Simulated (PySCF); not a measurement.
## Electronic structure of C2H9Al2FO2 (SMILES C[O+]1[AlH2-][O+](C)[AlH-]1[F]) in real space

```yaml
atoms:
  - { symbol: C, position_ang: [2.4844, -0.1152, -0.8442] }
  - { symbol: O, position_ang: [1.1462, -0.0500, -0.3972] }
  - { symbol: Al, position_ang: [0.1534, 1.4034, 0.2297] }
  - { symbol: O, position_ang: [-1.1282, 0.0497, 0.3531] }
  - { symbol: C, position_ang: [-2.4949, 0.1167, 0.7034] }
  - { symbol: Al, position_ang: [-0.1228, -1.3756, -0.2366] }
  - { symbol: F, position_ang: [-0.6647, -1.8870, -1.7351] }
  - { symbol: H, position_ang: [2.5755, -0.8490, -1.6590] }
  - { symbol: H, position_ang: [2.8008, 0.8649, -1.2319] }
  - { symbol: H, position_ang: [3.1557, -0.4054, -0.0206] }
  - { symbol: H, position_ang: [-0.1947, 2.4371, -0.9268] }
  - { symbol: H, position_ang: [0.6538, 1.8854, 1.6599] }
  - { symbol: H, position_ang: [-3.0799, -0.5729, 0.0763] }
  - { symbol: H, position_ang: [-2.6373, -0.1487, 1.7627] }
  - { symbol: H, position_ang: [-2.8774, 1.1352, 0.5375] }
  - { symbol: H, position_ang: [0.2005, -2.4980, 0.8223] }
```

Geometry: PBE0-D3(BJ)/def2-SVP.

Theory: CAM-B3LYP/def2-SVPD, SCF density, gas phase (PySCF).

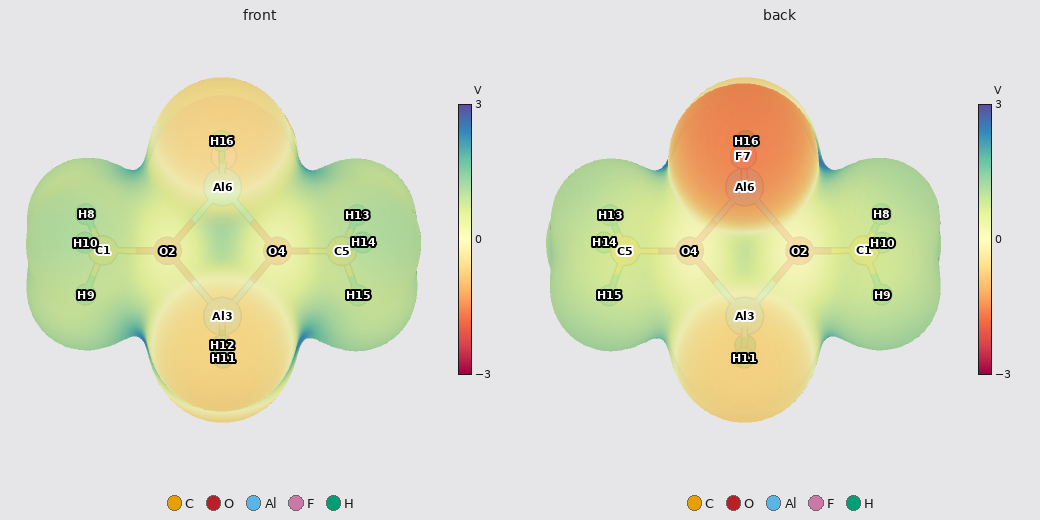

Figure 1. The electrostatic potential painted on the density surface at 0.002 e/bohr³, seen from the front and from behind; the colour scale runs from red (negative) to blue (positive).

Where is the surface potential most negative and most positive?

The most negative region (about −1.6 V) lies over F7, the most positive (about +2.5 V) over Al3 and Al6.

How polar is the molecule by this calculation?

Its dipole moment is 1.40 D.

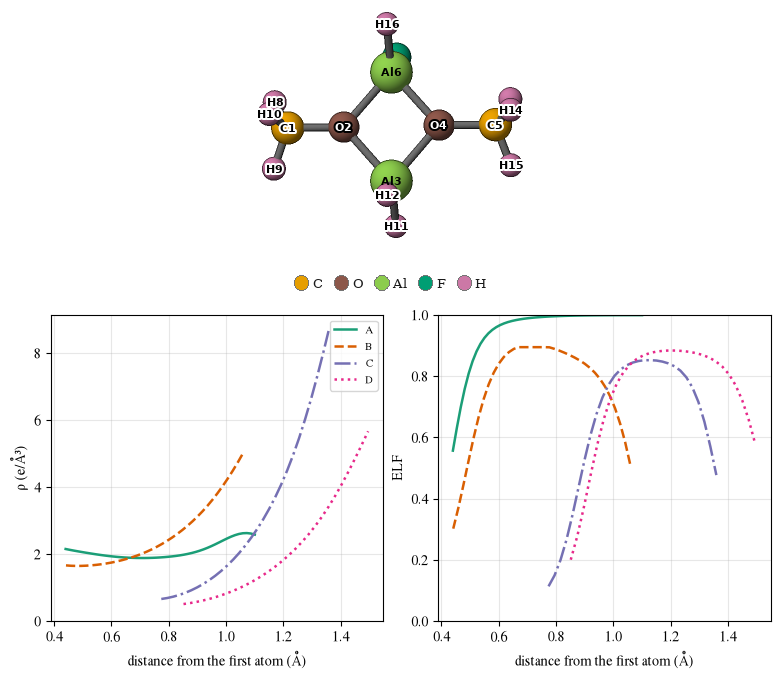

Figure 2. Total electron density and electron localisation function along straight lines between neighbouring atoms. The curves leave out the atomic cores. The structure is drawn too.

Which curve belongs to which contact (Al–F, Al–O, C–H and C–O)? The first atom named is at distance zero.

Curve A: C–H (1.10 Å): ρ at the midpoint is about 2 e/Å³; the ELF climbs to about 1 towards the hydrogen, as it does in any bond to H (a covalent bond by its length). Curve B: C–O (1.41 Å): the density is about 2 e/Å³ at the midpoint, with its minimum of 1.6 e/Å³ about 0.5 Å from C; the ELF peaks at about 0.90 between the atoms (a polar covalent bond). Curve C: Al–F (1.67 Å): ρ is about 0.78 e/Å³ halfway; the ELF peaks at about 0.85 in the valence shell of F, 0.5 Å from its nucleus, and is about 0.25 at the midpoint. Curve D: Al–O (1.84 Å): ρ is about 0.62 e/Å³ halfway; the ELF peaks at about 0.90 in the valence shell of O, 0.6 Å from its nucleus, and is about 0.50 at the midpoint.
